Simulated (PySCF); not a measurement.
# C4H9ClNO: the cost of one run

Programs: PySCF 2.14.0. All values are calculated, for the isolated system unless a continuum is named. Atoms count from 0, parts from 1.

## (1) Starting point

16 atoms, charge 0, multiplicity 2; geometry: GFN2-xTB, rigid scan. Parts: 1 = atoms 0–13, `C[CH]NC(C)=O`, charge 0; 2 = atoms 14–15, `Cl`, charge 0.

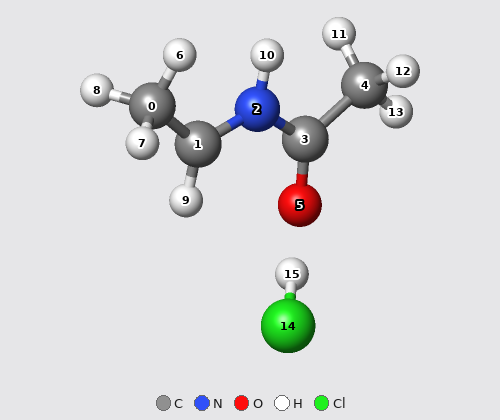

The starting geometry (carbon grey, nitrogen blue, oxygen red, hydrogen white, chlorine green), atoms numbered.

## (2) Counterpoise and decomposition: 1.60 Å

Job settings and geometry (Å):

```
{"job": {"kind": "inter", "xc": "PBE0", "basis": "def2-SVP", "disp": "d3bj"}, "charge": 0, "multiplicity": 2, "parts": [{"atoms": "0-13", "charge": 0, "multiplicity": 2}, {"atoms": "14-15", "charge": 0, "multiplicity": 1}]}
C     -2.417652     0.567357     0.430358
C     -1.357168    -0.209509    -0.240742
N     -0.050947     0.006960     0.039803
C      1.014902    -0.669045    -0.480743
C      2.352373    -0.165600    -0.005873
O      0.876421    -1.611868    -1.266832
H     -2.027571     1.117059     1.285963
H     -3.213177    -0.096085     0.770404
H     -2.877604     1.286205    -0.254987
H     -1.584197    -0.965353    -0.968803
H      0.153876     0.744640     0.704043
H      2.447644     0.904888    -0.180198
H      2.468237    -0.359143     1.060465
H      3.139848    -0.685755    -0.542842
Cl    -0.959888    -3.775759    -0.615835
H     -0.126785    -2.824394    -0.993205
```

With the program's defaults for keys left out, this is: PBE0-D3(BJ)/def2-SVP interaction energy, counterpoise and uncorrected, gas phase.

Started as:

```sh
$ OMP_NUM_THREADS=1 python cluster_run.py task.json out
```

The driver reads the jobs from task.json and runs them one after another.

**Question.** How long does this first job take on 1 thread of Intel Xeon at 2.50GHz, shared host, and how much memory does it need?

About 2.1 min, with a peak of 0.56 GiB.
